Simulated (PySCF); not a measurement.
# ErP5 (Er(P5)2+): the cost of one run

Method: B3LYP, Er lcecp-1-SVP with ECP57, P def2-SVP; scalar-relativistic core potentials, no spin–orbit coupling; program: PySCF 2.14.0.

3 further runs of the same task are left out: 2 for a known fault of the program, 1 that didn't finish.

**1. Where the work starts**

6 atoms, charge 2, spin multiplicity 1.

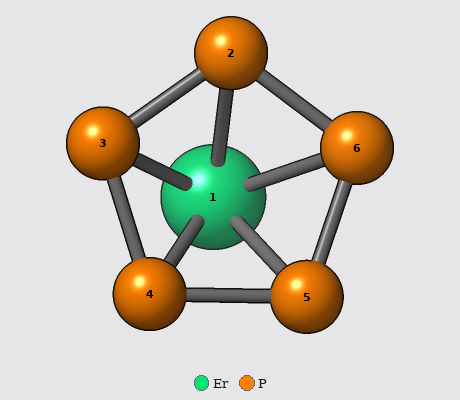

As it starts; erbium green, phosphorus orange; atoms are numbered from 1 in the order of the file.

As a file:

```csv
atom,x (Å),y (Å),z (Å)
Er1,0.00000,0.00000,0.00000
P2,1.80000,0.00000,2.22570
P3,0.55620,1.71190,2.22570
P4,-1.45620,1.05800,2.22570
P5,-1.45620,-1.05800,2.22570
P6,0.55620,-1.71190,2.22570
```

Formal oxidation states: Er +3. Each metal's 11 4f electrons lie in its core potential, so multiplicities, spins and levels count the valence alone.

**2. SCF at the start, singlet**

File run.py (the lines that set the calculation):

```python
mol = gto.M(atom='''
Er     0.00000     0.00000     0.00000
P      1.80000     0.00000     2.22570
P      0.55620     1.71190     2.22570
P     -1.45620     1.05800     2.22570
P     -1.45620    -1.05800     2.22570
P      0.55620    -1.71190     2.22570''',
    basis={'Er': 'lcecp-1-SVP', 'P': 'def2-SVP'},
    ecp={'Er': 'lcecp-1-SVP'},
    charge=2, spin=0)
mf = dft.RKS(mol, xc='B3LYP')
mf.grids.atom_grid = (50, 194)  # f atoms: unpruned, at least (60, 302)
mf = mf.density_fit()  # fitting sets: Er AutoAux, P def2-universal-JKFIT
mf.conv_tol = 1e-08; mf.max_cycle = 55
mf.kernel(dm0)  # dm0: free metal ions and neutral atoms
```

Run with:

```sh
$ OMP_NUM_THREADS=2 python run.py
```

What time and memory should one allow on 2 threads of Arm Neoverse V2, shared host?

About 4.3 s, with a peak of 0.57 GiB.
